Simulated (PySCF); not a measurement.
## Electronic structure of C₄H₁₁AlN₂ in real space

Input

```
{"job": {"kind": "nmr", "xc": "PBE0", "basis": "pcSseg-1", "solvent": "tetrahydrofuran", "every": 1, "pop": false}, "charge": 0, "multiplicity": 1}
C      2.548281    -0.319819     0.194489
C      1.480098     0.144603    -0.781436
N      0.176426    -0.130273    -0.224371
C     -0.939494     0.362097    -1.022382
C     -2.219068     0.511091    -0.167436
N     -2.166080    -0.365946     1.008866
Al    -0.459144    -0.744219     1.333304
H      2.401984    -1.378376     0.408907
H      2.451415     0.233540     1.128790
H      3.544585    -0.168939    -0.213577
H      1.604232    -0.377795    -1.744302
H      1.594389     1.222458    -0.978143
H     -1.138547    -0.329239    -1.854466
H     -0.692120     1.337531    -1.463238
H     -2.316580     1.560652     0.142290
H     -3.089020     0.270446    -0.789793
H     -3.076543    -0.454577     1.438032
H      0.261754    -1.361868     2.510088
```

Run with:

```sh
OMP_NUM_THREADS=1 python ens_run.py task.json out
```

Geometry: GFN2-xTB, coordinate held.

Level of theory: PBE0/pcSseg-1, SCF density, in a tetrahydrofuran solvent model, non-relativistic (PySCF 2.14.0).

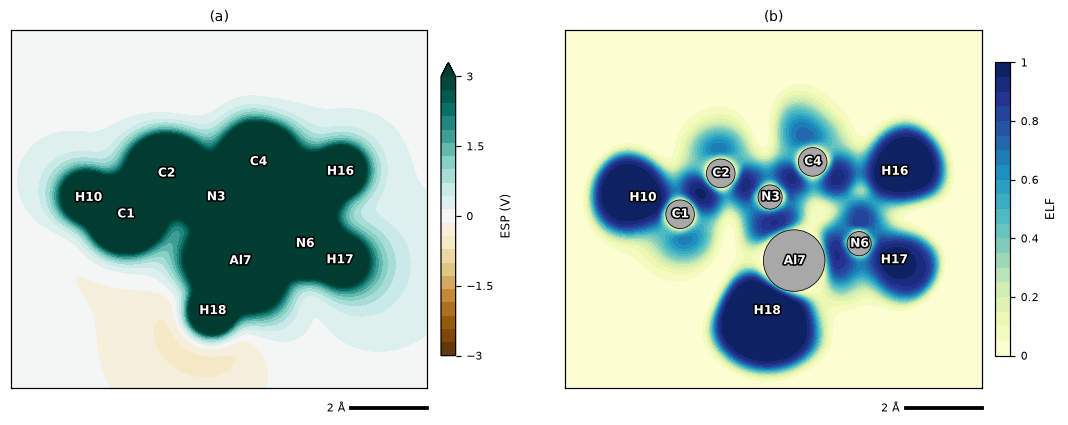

Figure 1. (a) molecular electrostatic potential; (b) electron localisation function on the plane of atoms C2, C1 and H10. Grey discs cover the atomic cores in the ELF map.

Read the bonding off the picture.

- The section cuts through C, N, Al and H sites.
- C–N (1.44 Å): the ELF peaks at about 0.95 between the atoms; a shared electron pair.
- C–C (1.52 Å): the ELF peaks at about 0.95 between the atoms, as expected for a covalent bond.
- Al–N (1.78 Å): the ELF peaks at about 0.90 in the valence shell of N, 0.6 Å from its nucleus, and is about 0.65 at the midpoint.
- N–H (1.01 Å): the ELF climbs to about 1 towards the hydrogen, as it does in any bond to H: an ordinary covalent bond to hydrogen.
- C–H (1.09 Å): the ELF climbs to about 1 towards the hydrogen; an ordinary covalent bond to hydrogen.
- Outside the dense part of the molecule the potential is most negative (−0.5 V) near H18.

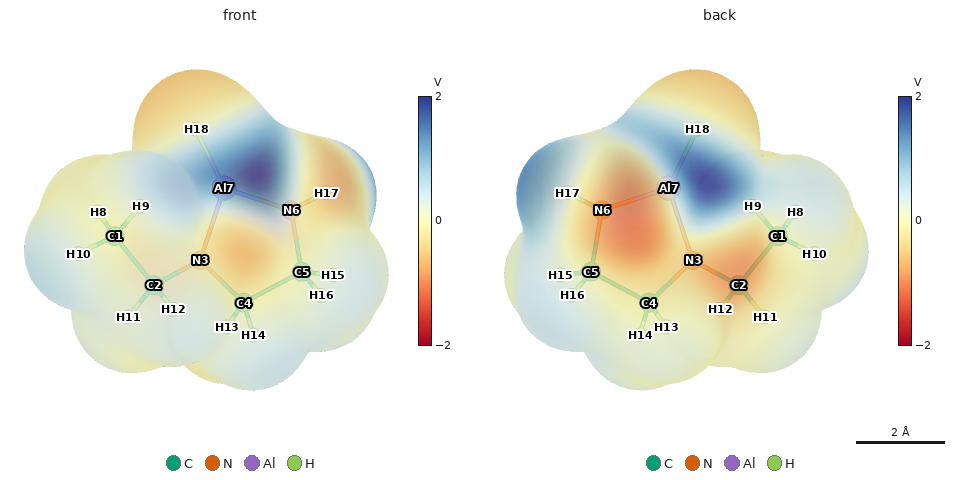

Figure 2. The molecular electrostatic potential painted on the density surface at 0.002 e/bohr³, seen from the front and from behind; red is negative and blue positive.

Describe the electrostatic potential map.

The most negative region (about −1.1 V) lies over N6, the most positive (about +1.9 V) over Al7. N6 is the likeliest acceptor of a hydrogen bond.

What dipole moment does the calculation give?

Its dipole moment is 0.71 D.
